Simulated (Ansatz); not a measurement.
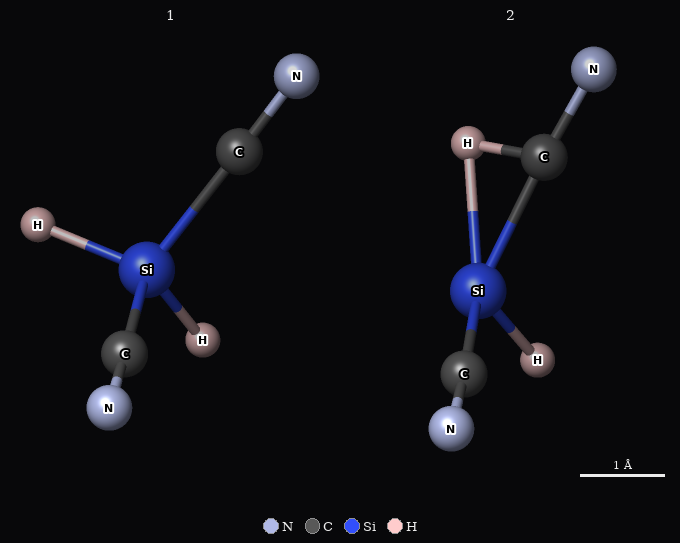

Two geometries of C2H2N2Si, drawn at one scale. One is the start of a relaxation, the other its converged end. Style: ball-and-stick. Shown from a free direction.

The calculation used UKS r2SCANh-D4/def2-SVP in Ansatz 0.2.0. Settings: collinear spin; force threshold 0.02 eV/Å; at most 50 steps.

**Which one is relaxed?**

Structure 1 is the relaxed one. The run prepares an end point of a later path (hydrogen shift) calculation, from a guessed geometry. Over 12 geometry steps the energy falls by 3.801 eV. Largest force component: 4.2 eV/Å at the start, 0.015 eV/Å at the end. The largest move after the best rigid fit is that of an H atom, 1.46 Å. By element the largest moves are H 1.46 Å, N 0.58 Å, C 0.47 Å, Si 0.28 Å. Among the contacts that change: C–H 1.090 → 2.715 Å, H–Si 1.803 → 1.480 Å, C–N 1.221 → 1.160 Å, C–Si 1.794 → 1.849 Å. Bonds break: C–H (1.09 → 2.72 Å). Bond angles that change, for instance: C–Si–H 35.3° → 108.8°, C–Si–H 132.9° → 109.1°, C–Si–C 114.0° → 107.4°. The run took 43 s on 2 threads of AMD EPYC 9R14 (Zen 4) (shared host), peak memory 0.3 GiB.
